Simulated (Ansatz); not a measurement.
Input

```
crystal:
  periodic: [false, false, false]
  atoms:
    - {symbol: Si, position_ang: [0.172453, -0.799857, -0.652234]}
    - {symbol: O, position_ang: [-0.804037, -1.486152, 0.499663]}
    - {symbol: O, position_ang: [-0.688342, -0.903994, -2.058324]}
    - {symbol: O, position_ang: [1.604355, -1.563057, -0.943454]}
    - {symbol: N, position_ang: [0.566370, 0.770875, -0.079996]}
    - {symbol: Si, position_ang: [-0.247298, 1.643644, 1.188409]}
    - {symbol: H, position_ang: [-0.445137, -1.547468, 1.390035]}
    - {symbol: H, position_ang: [-1.643101, -0.828615, -1.972926]}
    - {symbol: H, position_ang: [1.558085, -2.267093, -1.597534]}
    - {symbol: H, position_ang: [1.374404, 1.221543, -0.498256]}
    - {symbol: H, position_ang: [-0.149801, 0.947394, 2.512268]}
    - {symbol: H, position_ang: [0.404592, 2.981391, 1.310466]}
    - {symbol: H, position_ang: [-1.702563, 1.831399, 0.901871]}
basis:
  gaussian: {orbitals: def2-TZVP, initial_orbitals: start.molden}
hamiltonian: {xc: pbe0, dispersion: d4}
scf: {omitted_lower_state_checks: [starts]}
output: {orbitals: {seedname: orbitals}}
```

Run with:

```sh
ansatz run in.yaml --threads 2 --pin off --events-out ev --progress --plain --max-ram 20480MiB --backend cpu
```

Geometry: PBE0-D4/def2-SVP.

The calculation used Ansatz 0.2.0, RKS PBE0-D4/def2-TZVP.

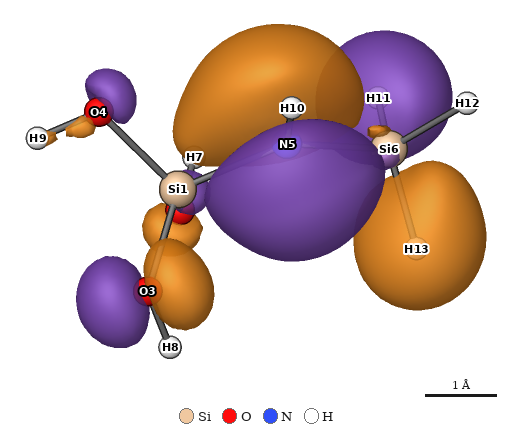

H$_{7}$NO$_{3}$Si$_{2}$. The HOMO at ±0.08 Å⁻³ᐟ² (orange and purple are the two phases), seen at an oblique angle.

> Where does this orbital lie, and at what energy?

It lies mainly on N5 (about 55 %), Si6 (about 15 %), H11 (about 10 %) and H13 (about 5 %). Its energy is −7.73 eV.
